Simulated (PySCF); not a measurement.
# CClO+ (SMILES [O+]#CCl) at CCSDT/STO-3G

What is the vertical singlet–triplet gap of CClO+ at CCSDT/STO-3G? 

Program for the calculation: PySCF 2.14.0.

11 further runs of the same task are left out: 5 that didn't finish, 6 set aside as unsound or not needed.

### Step 1. The molecule

CClO+ has 3 atoms, charge +1, and is taken as a singlet. As SMILES, `[O+]#CCl`. The shape is that of a GFN2-xTB optimisation.

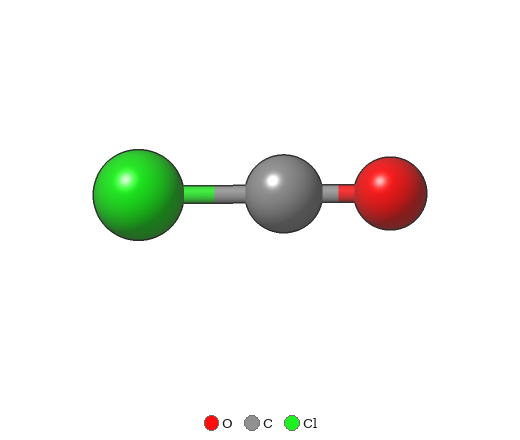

Viewed from a chosen angle; oxygen red, carbon grey, chlorine green.

### Step 2. The energy at CCSDT/STO-3G

File calc.py:

```python
# [O+]#CCl
from pyscf import gto, cc

system = gto.M(
    atom='''
O   -0.677350   1.027910  -0.255880
C   -0.074560   0.109500  -0.028570
Cl   0.751910  -1.137410   0.284450
''',
    verbose=3,
    charge=1,
    max_memory=1860,
    basis='sto-3g',
    spin=0,
)

mf = system.RHF()
mf.conv_tol = 1e-10
mf.kernel()
if not mf.converged:
    mf = mf.newton().run(mf.mo_coeff, mf.mo_occ)

mycc = cc.CCSDT(mf, frozen=7)
mycc.kernel()
e_tot = mycc.e_tot
print('E = %.10f Eh' % e_tot)
```

Started as:

```console
$ OMP_NUM_THREADS=1 python calc.py
```

What it wrote:

```text
converged SCF energy = -565.464917381244
_make_eris_incore_RCCSDT

WARN: A large `blksize` is being used, which may cause large memory consumption
      for storing contraction intermediates. If memory is sufficient, consider using
      `pyscf.cc.rccsdt_highm.RCCSDT` instead.

RCCSDT converged
E(RCCSDT) = -565.64340994937   E_corr = -0.1784925681257156
E_corr(same-spin) = -0.0359658646178647
E_corr(oppo-spin) = -0.142526703507851
E = -565.6434099494 Eh
```

Wall time 1.3 s (1 thread of Arm Neoverse V1, shared host); peak memory 0.12 GiB.

### Step 3. The triplet, same level

File input.py:

```python
from pyscf import gto, cc

mol = gto.M(
    atom='''
O       -0.677350       1.027910      -0.255880
C       -0.074560       0.109500      -0.028570
Cl       0.751910      -1.137410       0.284450
''',
    max_memory=1860,
    verbose=4,
    spin=2,
    basis='sto-3g',
    charge=1,
)

myscf = mol.UHF()
myscf.conv_tol = 1e-10
myscf.kernel()
if not myscf.converged:
    myscf = myscf.newton().run(myscf.mo_coeff, myscf.mo_occ)

mycc = cc.CCSDT(myscf, frozen=7)
mycc.kernel()
energy = mycc.e_tot
print('Final energy', energy)
```

Started as:

```console
$ OMP_NUM_THREADS=1 python input.py
```

What it wrote:

```text
PySCF version 2.14.0

[INPUT] num. atoms = 3
[INPUT] num. electrons = 30
[INPUT] charge = 1
[INPUT] spin (= nelec alpha-beta = 2S) = 2
[INPUT] symmetry False subgroup None
[INPUT] Mole.unit = angstrom
[INPUT] Symbol           X                Y                Z      unit          X                Y                Z       unit  Magmom
[INPUT]  1 O     -0.677350000000   1.027910000000  -0.255880000000 AA   -1.280005990474   1.942468380702  -0.483543120754 Bohr   0.0
[INPUT]  2 C     -0.074560000000   0.109500000000  -0.028570000000 AA   -0.140897979848   0.206925010640  -0.053989475379 Bohr   0.0
[INPUT]  3 Cl     0.751910000000  -1.137410000000   0.284450000000 AA    1.420903970322  -2.149393391342   0.537532596133 Bohr   0.0

nuclear repulsion = 85.1149874192231
number of shells = 11
number of NR pGTOs = 57
number of NR cGTOs = 19
basis = sto-3g
ecp = {}

******** <class 'pyscf.scf.uhf.UHF'> ********
method = UHF
initial guess = minao
damping factor = 0
level_shift factor = 0
DIIS = <class 'pyscf.scf.diis.CDIIS'>
diis_start_cycle = 1
diis_space = 8
diis_damp = 0
SCF conv_tol = 1e-10
SCF conv_tol_grad = None
SCF max_cycles = 50
direct_scf = True
direct_scf_tol = 1e-13
number electrons alpha = 16  beta = 14
Set gradient conv threshold to 1e-05
init E= -566.39841625994

[... the frontier-level lines of each cycle are left out ...]
[... 1 line left out ...]
[... 1 line left out ...]
[... 62 lines left out ...]
converged SCF energy = -565.233187707407  <S^2> = 2.0105191  2S+1 = 3.0070045
[... 17 lines left out ...]
WARN: A large `blksize_v_aaa` is being used, which may cause large memory consumption
[... 3 lines left out ...]
WARN: A large `blksize_v_aab` is being used, which may cause large memory consumption
[... 10 lines left out ...]
Init t2, MP2 energy = -0.0845568718659918
[... 34 lines left out ...]
UCCSDT converged
[... 3 lines left out ...]
Final energy -565.366129913115
```

It took 3.3 s on 1 thread of Arm Neoverse V1, shared host; peak memory 0.12 GiB.

### Step 4. Summary of results

Level: CCSDT/STO-3G, 7 core orbitals frozen.

```
                                                           quantity          value
                                              singlet: total energy  -565.64341 Eh
                       singlet: HOMO energy (Hartree–Fock orbitals)      -21.90 eV
                       singlet: LUMO energy (Hartree–Fock orbitals)       -3.40 eV
                     singlet: HOMO–LUMO gap (Hartree–Fock orbitals)       18.50 eV
               singlet: correlation energy (7 core orbitals frozen)     -178.5 mEh
                                             singlet: T1 diagnostic          0.012
                                              triplet: total energy  -565.36613 Eh
triplet: HOMO energy (Hartree–Fock orbitals) (highest over α and β)      -16.91 eV
 triplet: LUMO energy (Hartree–Fock orbitals) (lowest over α and β)       -9.76 eV
               triplet: correlation energy (7 core orbitals frozen)     -132.9 mEh
                         triplet: ⟨S²⟩ of the reference determinant          2.011
                                             triplet: T1 diagnostic          0.033
                   vertical energy of the triplet above the singlet       7.545 eV
```

In words: At this shape the triplet lies 7.55 eV (174 kcal/mol) above the singlet. In a minimal basis such a difference can be off by several eV, whatever the method. Mulliken charges (singlet) of the mean-field density run from +0.09 on O1 to +0.49 on C2; they depend strongly on the basis.
